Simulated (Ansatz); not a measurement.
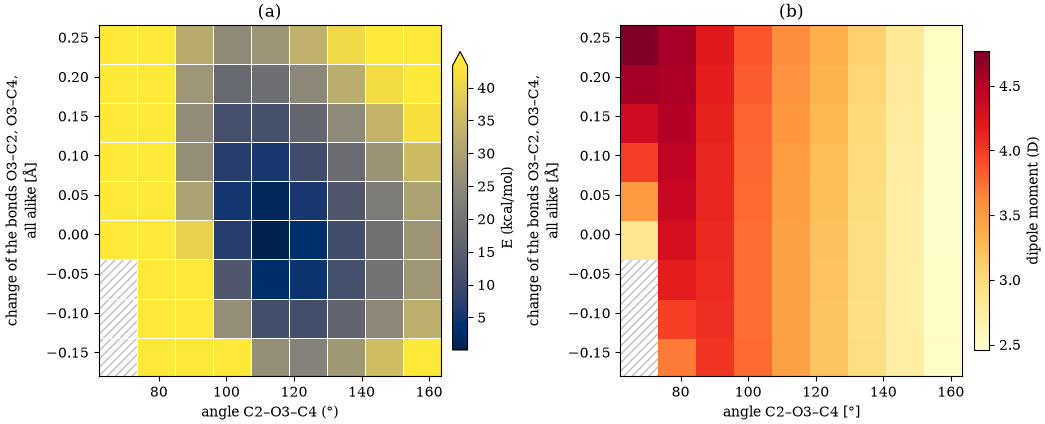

C2H7NO2, SMILES NCOCO. Coordinates scanned: (1) angle C2–O3–C4; (2) change of the bonds O3–C2, O3–C4, all alike. Nothing is relaxed (all other coordinates rigid). The scan uses a 9 × 9 grid. At 3 points there is no value (left out of the scan, as a rule where atoms come close). Points are written as (first, second). Energies: kcal/mol, counted from the relaxed molecule at the same level. Level of theory: RKS PBE-D4/def2-TZVP (Ansatz).

Panel (a) is the energy and panel (b) the computed dipole moment on the same grid.

In the figure: one coloured cell a grid point, one colour for all values above the top of the scale, hatched blanks where no value was computed.

> How does the dipole moment vary over the map, and what is it at the lowest grid point?

Leaving out the highest fifth of the energies, it runs from 2.46 D at (157.8°, 0.043 Å) to 4.58 D at (79.0°, 0.241 Å). At the lowest grid point, (112.8°, −0.007 Å), it is 3.47 D.
